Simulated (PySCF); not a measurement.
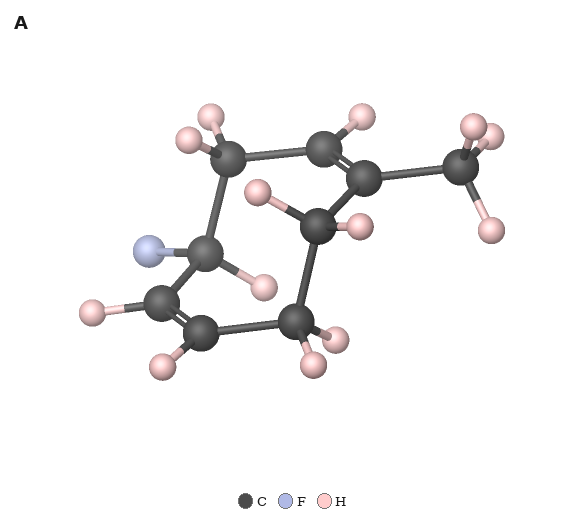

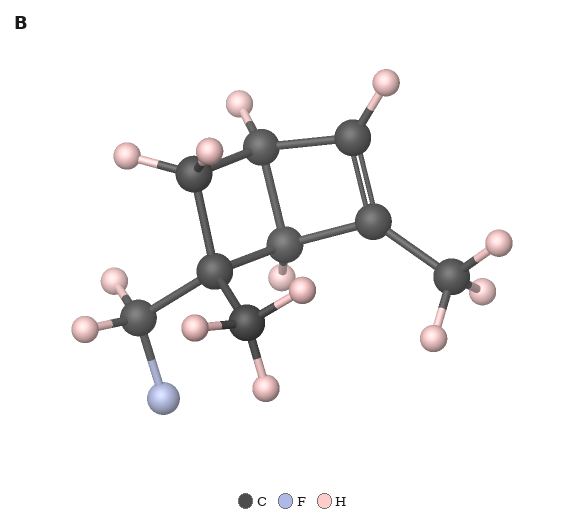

2 stationary structures of one formula. Geometries: GFN2-xTB. Electronic energies: PBE0/pcSseg-1 (PySCF 2.14.0), without zero-point energy. No frequency run is at hand to confirm each as a minimum. Each is one conformer, not always the lowest.

Question: How are they related?

Answer: They are constitutional isomers of C9H13F: A `C/C1=C/C[C@H](F)/C=C\CC1`, B `CC1=C[C@@H]2C[C@@](C)(CF)[C@H]12`.

Question: Rank them by energy, lowest first.

Answer: A is lowest; B lies 18.3 kcal/mol above it.
